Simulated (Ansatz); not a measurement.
Run report: CH$_{2}$FNSi, single-point calculation

System: CH$_{2}$FNSi.
Method: RKS BLYP/6-31++G** (Ansatz 0.2.0).

Some settings of this run were made unusual or wrong on purpose. The geometry comes from this level: PBE0-D4/def2-TZVP.

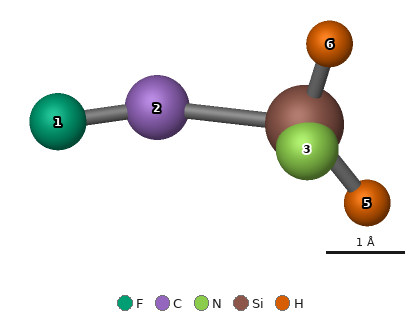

**Figure 1.** The structure (ball-and-stick view, seen at a tilt; atoms are numbered from 1 in the order of the input).

Input file:
```yaml
crystal:
  periodic: [false, false, false]
  atoms:
    - {symbol: F, position_ang: [1.314597, -1.680684, 0.778962]}
    - {symbol: C, position_ang: [0.424225, -0.917771, 0.209798]}
    - {symbol: N, position_ang: [0.006167, 1.224846, -0.123577]}
    - {symbol: Si, position_ang: [-0.293833, 0.924846, -0.173577]}
    - {symbol: H, position_ang: [-0.051695, 1.518216, -1.423913]}
    - {symbol: H, position_ang: [-1.135282, 1.255112, 0.767757]}
basis:
  gaussian: {orbitals: "6-31++G**"}
hamiltonian: {xc: {name: BLYP}}
scf: {lower_state_search: off}
```

Machine: 2 threads of AMD EPYC, 11 GiB of memory available, shared host.

Launch command:
```bash
ansatz run in.yaml --threads 2 --pin off --events-out ev --progress --plain --max-ram 4352MiB
```

Output:
```
Functional definition: BLYP
  name "BLYP"
  cite "Becke, Phys. Rev. A 38, 3098 (1988) doi:10.1103/PhysRevA.38.3098"
  cite "Lee, Yang & Parr, Phys. Rev. B 37, 785 (1988) doi:10.1103/PhysRevB.37.785"
  parameter beta = 0.0042
  parameter a = 0.04918
  parameter b = 0.132
  parameter c = 0.2533
  parameter d = 0.349
  exchange = b88_x(beta = beta)
  correlation = lyp_c(a = a, b = b, c = c, d = d)
these checks for a lower state are left out or cut short: stability, starts, cluster_reference, orbital_swaps, neighbouring_geometries, increment
893 factors; their error is unknown
mean field evaluation 1: about -12653.3593 eV, gradient 1.2e2 eV
mean field evaluation 2: about -12498.2525 eV, gradient 2.2e2 eV
mean field evaluation 4: about -12625.2318 eV, gradient 1.1e2 eV
mean field evaluation 8: about -12679.2115 eV, gradient 1.1e-1 eV
a density is far from that of the atoms, so the factors are made again for it
881 factors; integrals over basis functions are off by at most 6.3e-4 eV
mean field evaluation 16: about -12679.1676 eV, gradient 1.6e-1 eV
mean field -12679.15542148 eV, -465.9503674992 hartree, gradient 5.7e-6 eV, S^2 0.000000; 0 other end points of the search recorded, 0 dependent functions left out
reference -12679.15575815 eV, -465.9503798716 hartree; 19, 19 occupied and 73, 73 virtual orbitals, 881 factors
Total energy: -12679.15575815 eV, -465.9503798716 hartree
Checks for a lower state left out: stability, starts, cluster_reference, orbital_swaps, neighbouring_geometries, increment
```

What the run reported:

| quantity | value |
| --- | --- |
| outcome | converged |
| total energy | −12679.1558 eV |
| wall time | 1.4 s (CPU time 2.6 s) |
| peak memory | 0.32 GiB |

What went wrong:

This input holds a deliberate fault: two atoms are placed far too close. The run converged all the same; its numbers are those of the faulty input and shouldn't be used.
